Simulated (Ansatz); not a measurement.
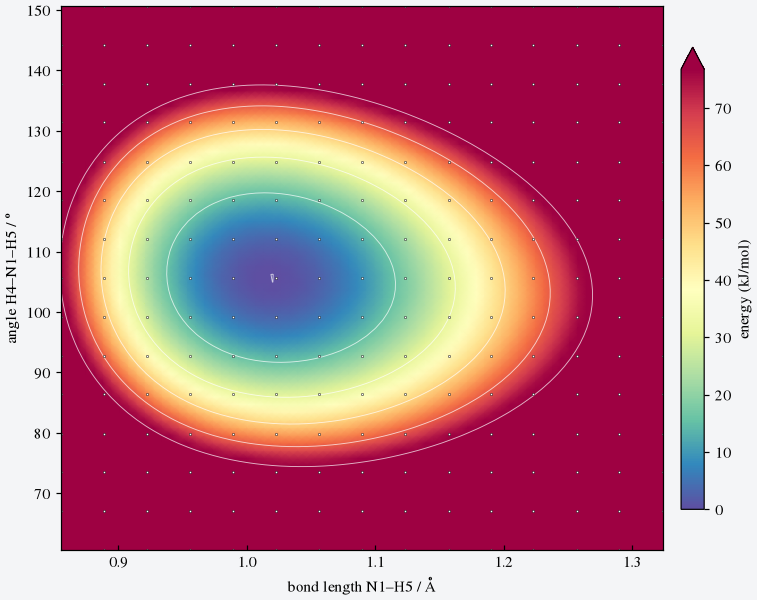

BClH4N, SMILES [NH3+]BCl, charge +1. 
- Coordinates scanned: (1) bond length N1–H5; (2) angle H4–N1–H5.
- Nothing is relaxed (all other coordinates rigid).
- The grid has 15 × 15 points.
- All energies are given in kJ/mol relative to the lowest grid point.
- All numbers below come from Ansatz 0.2.0, RKS BHLYP-D4/def2-TZVP.

In the figure: a smooth colour map with a few white contour lines, dots at the grid points, one colour for all values above the top of the scale. Between grid points the surface is interpolated.

Q: Where is the minimum, and how stiff is the well along each coordinate?

A: The interpolated minimum is at bond length N1–H5 ≈ 1.018 Å, angle H4–N1–H5 ≈ 105.6°. The curvatures there are about 43 eV/Å² and 5.6 eV/rad², with a cross term of about 1 eV/(Å·rad). Round the minimum the two coordinates are weakly coupled (coupling 0.07 in units of the two stiffnesses). (1 eV is 96.5 kJ/mol.)
